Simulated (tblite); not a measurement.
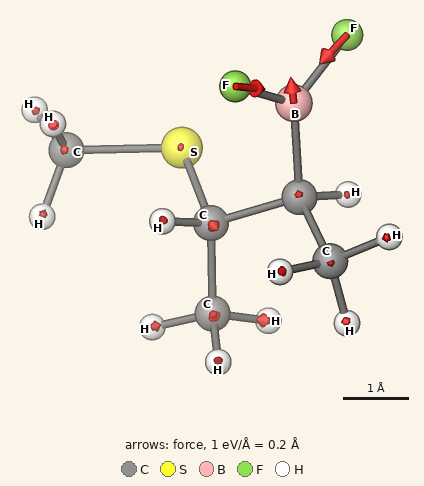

Starting geometry of C₅H₁₁BF₂S with the computed forces as red arrows. The picture is a ball-and-stick view, seen at a tilt.

Level of theory: tblite 0.8.0, GFN2-xTB geometry optimisation, gas phase. 

Q: What follows when this structure is relaxed?

A: It isn't relaxed: the largest force vector, on an F atom, is 3.65 eV/Å. The final displacements have little in common with the starting forces (cosine between the two patterns 0.10). After 146 geometry steps the energy has fallen by 19.5 kcal/mol. The atom that moves furthest after the best rigid fit is an H atom (0.93 Å). Largest moves by element: H 0.93 Å, F 0.92 Å, B 0.73 Å, C 0.66 Å, S 0.21 Å. Among the contacts that change: B–S 3.221 → 2.362 Å, B–F 1.445 → 1.331 Å, C–H 1.133 → 1.087 Å, C–S 1.828 → 1.862 Å. Bond angles that change, for instance: C–C–B 110.6° → 101.1°, S–C–C 109.9° → 102.0°, C–C–B 108.3° → 116.1°. Groups turn about C–C by about 30°, C–S by about 25°. The run took 1.8 s on 1 thread of Arm Neoverse N1 (shared host).
